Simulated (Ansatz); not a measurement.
```
Sn Ge
1.0
    -0.00554    5.78978   -5.80041
     5.78424    5.78424    0.00000
     5.78978   -0.00554   -5.80041
Sn Ge
2 14
Direct
  0.50008 0.99992 0.50008
  0.50008 0.49992 0.50008
  0.99999 0.00006 0.49990
  0.99999 0.50006 0.49990
  0.49990 0.00006 0.99999
  0.49990 0.50006 0.99999
  0.00078 0.99922 0.00078
  0.00078 0.49922 0.00078
  0.36512 0.38488 0.36512
  0.36512 0.88488 0.36512
  0.88811 0.37078 0.37034
  0.88811 0.87078 0.37034
  0.37034 0.37078 0.88811
  0.37034 0.87078 0.88811
  0.87569 0.37431 0.87569
  0.87569 0.87431 0.87569
```

Space group Amm2; a generated structure, not necessarily the stable one.

Level of theory: DFT PBEsol, scalar-relativistic, plane waves, PAW in Ansatz.

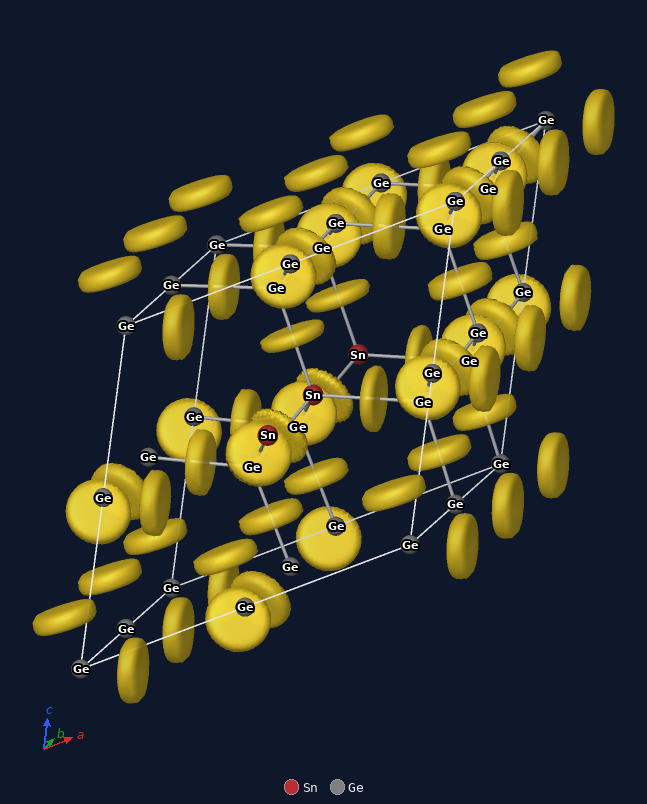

SnGe7. Isosurface of the electron localisation function at 0.6 (yellow), seen slightly off an axis. Core shells and regions of very low density are left out. Sticks mark near contacts.

In a PAW calculation such maps are meaningful between the atoms, not at the nuclei.

> Describe the localisation domains.

The ELF exceeds this value in 24 regions between bonded Ge–Ge atoms and eight regions between bonded Ge–Sn atoms, counted in one cell of 16 atoms. Any copies at cell faces, edges or corners count once. Along the contacts the grid gives the following. Ge–Ge (2.45 Å): the ELF peaks at about 0.75 between the atoms. Sn–Ge (2.58 Å): the ELF peaks at about 0.70 between the atoms.
